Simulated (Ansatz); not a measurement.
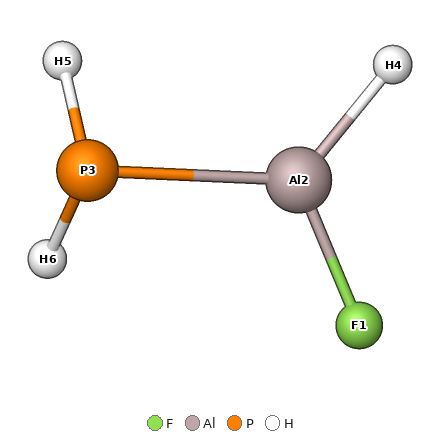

The system is AlFH₃P (SMILES [F][AlH][PH2]) with the probe F-; the picture shows it without the atoms that are moved over the map. The probe is moved over the molecule's main plane. The first coordinate is: x of the probe's F atom; the second: y of the probe's F atom. Nothing is relaxed (molecule and probe rigid). The scan uses a 19 × 19 grid. At 44 points there is no value (left out of the scan, as a rule where atoms come close). Points are written as (first, second). Energies are in kJ/mol, from the lowest grid point. Energies and slopes of some neighbouring points disagree (a jump in structure or state, or too coarse a mesh). Computed with Ansatz 0.2.0, RKS CAM-B3LYP-D4/def2-SVPD.

Range: x of the probe's F atom from −5.22 to 5.22 Å; y of the probe's F atom from −5.22 to 5.22 Å.

### Predict the map.

The lowest grid point is at (−1.16 Å, −2.32 Å) [nearest 1 H at 1.80 Å]. The highest grid point, (1.74 Å, −0.58 Å) [nearest 1 F at 1.01 Å], lies 2402 kJ/mol above the lowest.

| y of the probe's F atom ↓, x of the probe's F atom → | −4.64 | −3.48 | −2.32 | −1.16 | 0.00 | 1.16 | 2.32 | 3.48 | 4.64 |
| --- | --- | --- | --- | --- | --- | --- | --- | --- | --- |
| 4.64 | 99 | 96 | 93 | 94 | 101 | 109 | 116 | 117 | 116 |
| 3.48 | 93 | 83 | 72 | 69 | 85 | 110 | 124 | 125 | 121 |
| 2.32 | 82 | 63 | 111 | 99 | 66 | 202 | 196 | 139 | 126 |
| 1.16 | 67 | 72 | – | – | 310 | – | 1737 | 198 | 129 |
| 0.00 | 62 | 228 | – | – | – | – | – | 215 | 124 |
| −1.16 | 63 | 125 | 753 | 570 | – | – | 260 | 110 | 112 |
| −2.32 | 70 | 41 | 21 | 0 | – | – | 70 | 89 | 104 |
| −3.48 | 81 | 66 | 50 | 42 | 69 | 65 | 74 | 93 | 102 |
| −4.64 | 88 | 83 | 77 | 75 | 75 | 79 | 89 | 97 | 102 |

The table holds every second grid line.

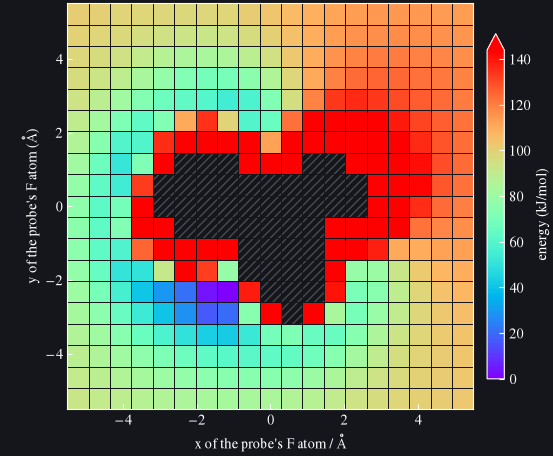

Drawn: one coloured cell a grid point, one colour for all values above the top of the scale, hatched blanks where no value was computed.

Each point was launched as `ansatz run input.yaml --threads 1 --pin off --max-ram 2560MiB --backend cpu --events-out ev --progress --plain --runs-dir out`. The whole map (317 points run) took 15 min on 1 thread of Intel(R) Xeon(R) 6975P-C (Granite Rapids) (shared host).
